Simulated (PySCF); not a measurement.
## Electronic structure of C₃H₈N₂OSi₂ in real space

```xyz
16

N    -2.0715    3.0862    1.0732
C    -1.8112    2.0833    0.5826
Si   -1.3354    0.4307   -0.1783
Si   -1.7685   -1.3770    1.1764
O     0.2850    0.3748   -0.2936
C     1.1808    1.2764   -0.8730
C     2.5906    0.7524   -0.7692
N     2.9583   -0.3292   -0.2638
H    -1.9373    0.5752   -1.5162
H    -1.2895   -2.6311    0.5875
H    -3.2215   -1.4811    1.3248
H    -1.1815   -1.2649    2.5142
H     0.9350    1.4360   -1.9310
H     1.1170    2.2494   -0.3683
H     3.3497    1.4055   -1.1898
H     2.1922   -0.8900    0.1130
```

Geometry: GFN2-xTB.

Computed with B3LYP/def2-SVPD, SCF density, gas phase (PySCF 2.14.0).

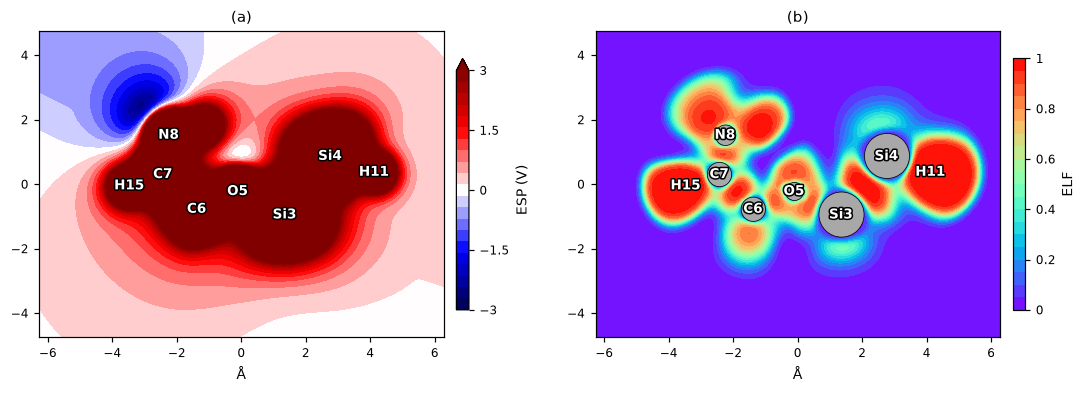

Figure 1. (a) electrostatic potential; (b) electron localisation function on the plane of atoms Si4, Si3 and O5. Grey discs cover the atomic cores in the ELF map.

Q: Interpret the plot.

A:
- The plane passes through Si, O, C, N and H nuclei.
- C–O (1.40 Å): the ELF peaks at about 0.90 between the atoms: a shared but strongly polarised pair.
- C–C (1.51 Å): the ELF peaks at about 0.95 between the atoms, as expected for localised, covalent bonding.
- Si–O (1.63 Å): the ELF peaks at about 0.90 between the atoms (a polar covalent bond).
- Si–Si (2.30 Å): the ELF peaks at about 1 between the atoms: a covalent bond.
- The ELF also peaks beside O5 and N8, away from the bonds: lone-pair regions.
- Outside the dense part of the molecule the potential is most negative (−2.5 V) near N8.

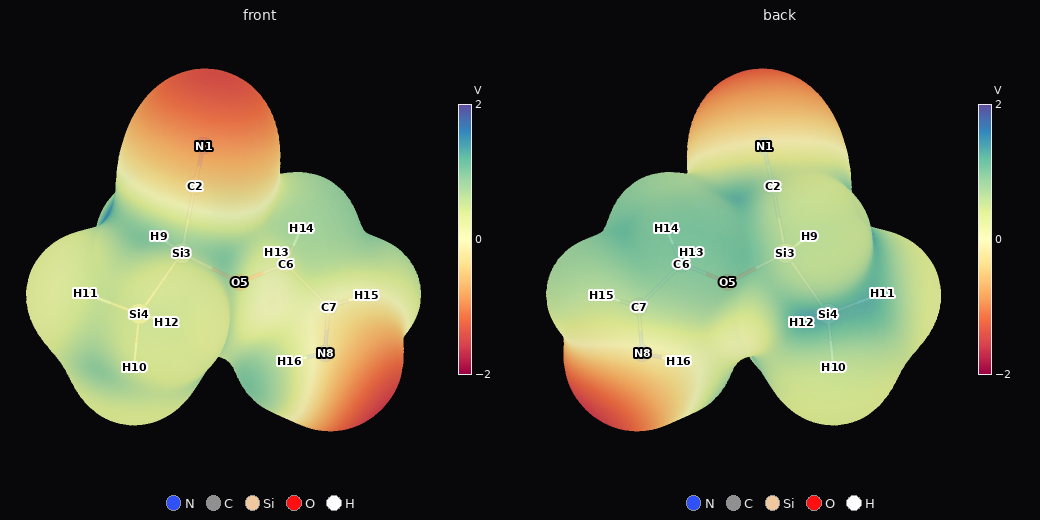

Figure 2. The electrostatic potential painted on the density surface at 0.001 e/bohr³, seen from the front and from behind; the colour scale runs from red (negative) to blue (positive).

Q: Which sites attract a positive test charge, and which a negative one?

A: A positive charge is drawn to the negative regions and a negative charge to the positive ones. The most negative region (about −1.5 V) lies over N8, the most positive (about +1.4 V) over Si3. N8 is the likeliest acceptor of a hydrogen bond.

Q: What dipole moment does the calculation give?

A: Its dipole moment is 2.64 D.
